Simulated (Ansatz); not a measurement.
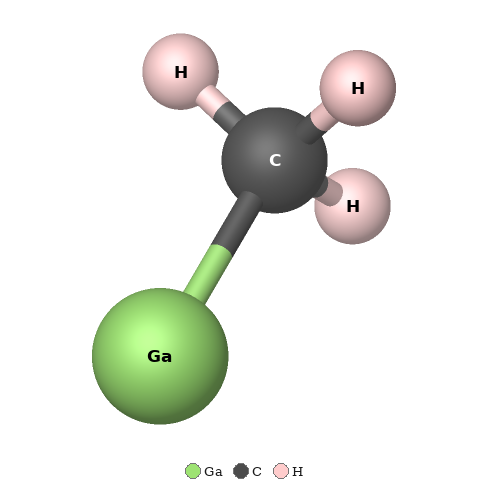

The picture shows a molecular structure as a ball-and-stick model.

**Give the formula.**

CH3Ga, 5 atoms: 1 carbon, 3 hydrogen and 1 gallium.

**What is the point group of this geometry?**

C3v.

**How many bonds of each kind are drawn?**

3 C–H, 1 C–Ga. Sticks follow a distance rule.

More results for the same structure follow; atom numbers are the same in all pictures, views and colours differ. The geometry was computed by an optimisation with PBE0-D4/def2-TZVP.

## Geometry

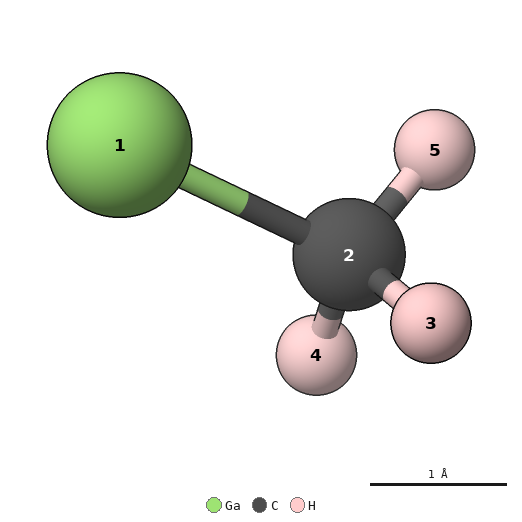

The atoms are numbered.

List the bonds and their lengths.

```tsv
bond	length (Å)
Ga1–C2	2.035
C2–H3	1.097
C2–H4	1.097
C2–H5	1.097
```

## Charges

The questions are on Mulliken charges. Level of theory: RKS PBE0-D4/def2-TZVP (Ansatz 0.2.0).

List the Mulliken charges.

| atom | value (e) |
| --- | --- |
| Ga1 | 0.22 |
| C2 | −0.60 |
| H3 | 0.13 |
| H4 | 0.13 |
| H5 | 0.13 |

## Vibrations

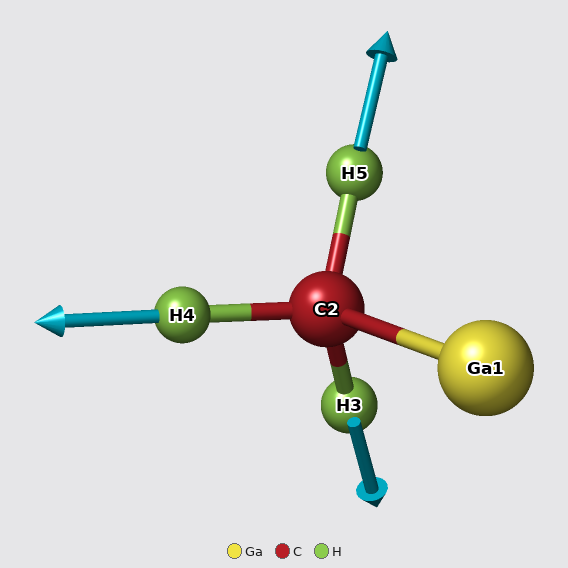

The arrows show one normal mode. Harmonic vibrations computed with RKS PBE0-D4/def2-TZVP (Ansatz 0.2.0) at a stationary point of the same level.

**Describe the motion.**

Mostly in-phase stretching of 3 C–H bonds.

**At what wavenumber does it lie?**

3007 cm⁻¹; it is mode 7 of 9 counted from the lowest.

## Thermal motion

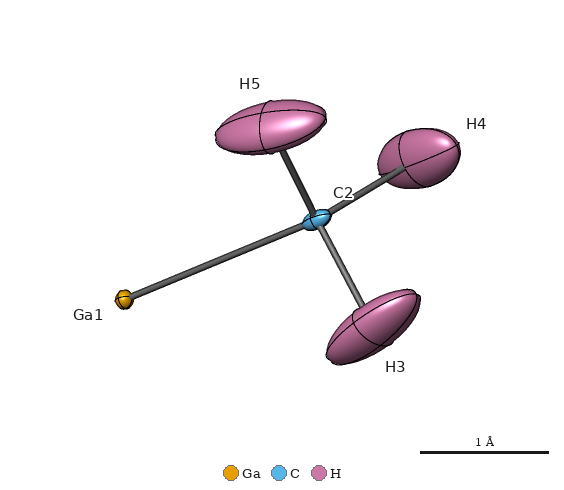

Displacement ellipsoids at the 50 % level, enlarged 1.5 times, from the internal vibrations of the free molecule (harmonic, no overall translation or rotation; no half-axis is drawn under 0.075 Å). Vibrations computed with RKS PBE0-D4/def2-TZVP (Ansatz 0.2.0). Temperature: 600 K.

List U_eq and the three principal root-mean-square amplitudes for each kind of atom.

| atom | U_eq (Å²) | rms amplitudes (Å) |
| --- | --- | --- |
| Ga1 | 0.00006 | 0.002, 0.002, 0.013 |
| C2 | 0.0018 | 0.029, 0.029, 0.061 |
| H3, H4, H5 | 0.0200 | 0.074, 0.101, 0.210 |

Mulliken values depend strongly on the basis set and can even reverse the polarity of a bond.
